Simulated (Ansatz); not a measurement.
# BH3SSi (SMILES B1[SiH2]S1): what the fields show

```xyz
6

B    -0.7604   -0.8350   -0.3179
Si    0.3158    0.7128    0.1252
S     0.8030   -1.4115    0.2684
H    -1.7349   -1.3842   -0.7028
H     1.1492    1.4493   -0.8545
H     0.2695    1.4045    1.4352
```

All numbers below come from Ansatz 0.2.0, RKS PBE0-D4/def2-mTZVP.

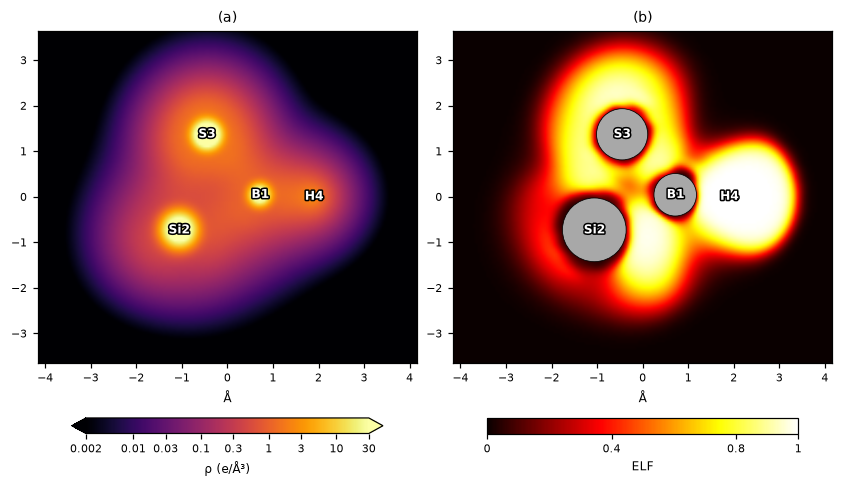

Figure 1. (a) total electron density; (b) electron localisation function on the plane of atoms B1, Si2 and S3. Grey discs cover the atomic cores in the ELF map.

Describe what can be read from this map.

The section cuts through B, Si, S and H sites. B–S (1.77 Å): the density is about 1.2 e/Å³ at the midpoint; the ELF peaks at about 0.90 between the atoms, as expected for a covalent bond. Si–B (1.94 Å): the density is about 0.77 e/Å³ at the midpoint; the ELF peaks at about 0.90 between the atoms (localised, covalent bonding). Si–S (2.18 Å): ρ is about 0.7 e/Å³ halfway, with its minimum of 0.57 e/Å³ about 0.8 Å from Si; the ELF peaks at about 0.80 between the atoms, as expected for localised, covalent bonding. B–H (1.18 Å): the density is about 1.3 e/Å³ at the midpoint; the ELF climbs to about 1 towards the hydrogen, as it does in any bond to H: an ordinary covalent bond to hydrogen. The ELF also peaks beside S3, away from the bonds: lone-pair regions.

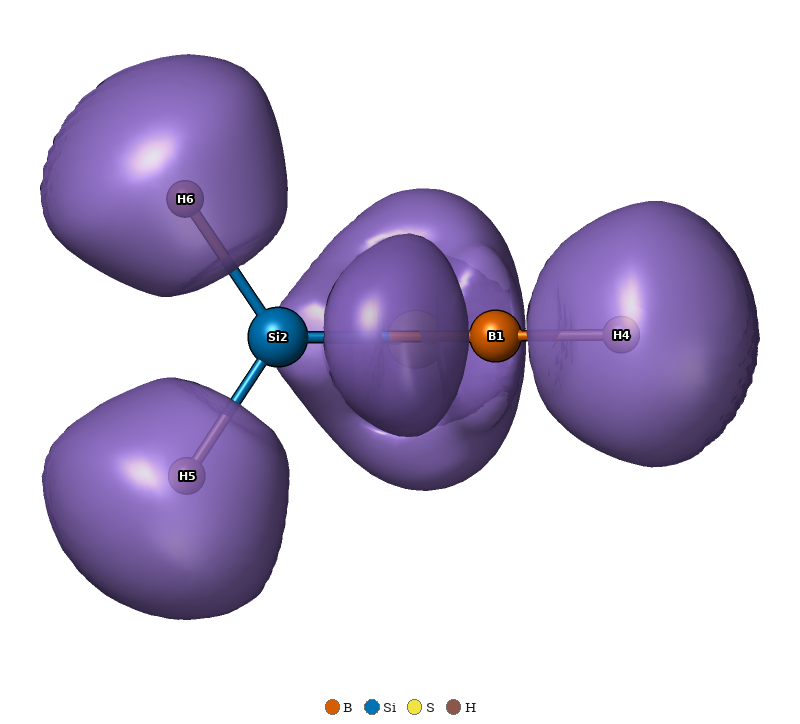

Figure 2. Isosurface of the electron localisation function at 0.8 (purple), seen across its widest extent. Core shells and regions of very low density are left out.

Where are the electrons localised?

At this value the surface marks out three regions around hydrogen nuclei, one region on S in which the atom's valence shell and bonds are merged and one region on Si in which the atom's valence shell and bonds are merged.

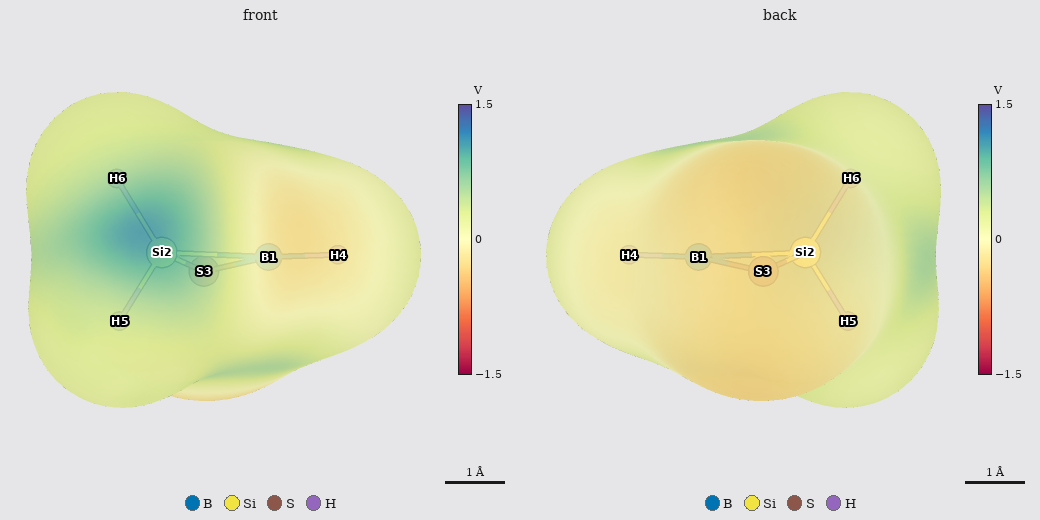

Figure 3. The molecular electrostatic potential painted on the density surface at 0.001 e/bohr³, seen from the front and from behind; red is negative and blue positive.

Where is the surface potential most negative and most positive?

The most negative region (about −0.3 V, or −7 kcal/mol for a unit charge) lies over S3, the most positive (about +1.0 V, or +23 kcal/mol for a unit charge) over Si2.

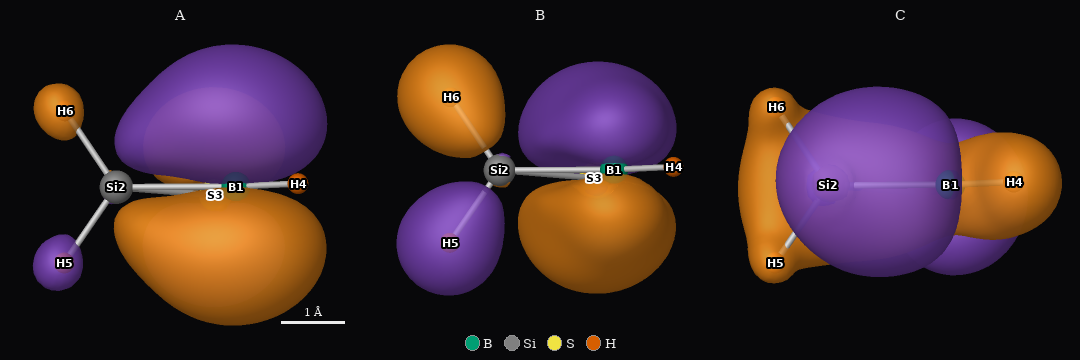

Figure 4. Three frontier orbitals at ±0.08 Å⁻³ᐟ² (orange and purple are the two phases), in no order.

Which picture is the HOMO−1, the HOMO and the LUMO?

B is the HOMO−1 (−8.36 eV). It lies mainly on S3 (about 60 %), B1 (about 15 %), Si2 (about 10 %), H5 (about 5 %) and H6 (about 5 %). C is the HOMO (−7.38 eV). Its weight (Hirshfeld) is mainly on Si2 (about 35 %), S3 (about 30 %) and B1 (about 25 %). A is the LUMO (−1.80 eV). Its weight (Hirshfeld) is mainly on B1 (about 50 %), S3 (about 25 %), Si2 (about 15 %) and H4 (about 5 %); π-antibonding (π*) across B1–S3.

What is the HOMO–LUMO gap?

5.58 eV between the orbital energies.
